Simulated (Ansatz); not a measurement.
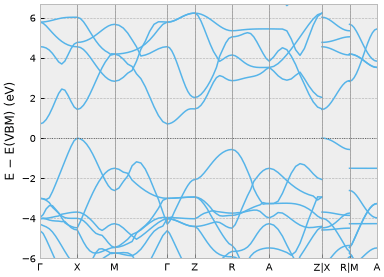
Figure: Band structure from PBEsol in the plane-wave PAW code Ansatz

Task: Read off the gap and where the band edges lie.

Result: About 0.7 eV (0.71 eV by a search for the band edges); maximum at X, minimum at Γ.

The material is SiSnO₃ in space group P4mm (No. 99; Si on 1b, Sn on 1a, O on 1b, O on 2c).

A made-up cell: these elements were put on the sites of a structure type; neither database checked (COD, Materials Project) lists it. Whether it is the stable phase at ambient conditions was not checked. The PBEsol relaxation kept the symmetry of its start; its stability against distortions is not shown here. Scalar-relativistic: spin–orbit coupling is off unless named, which matters more the heavier the elements.

Potentials: the later of the program's two PAW sets.
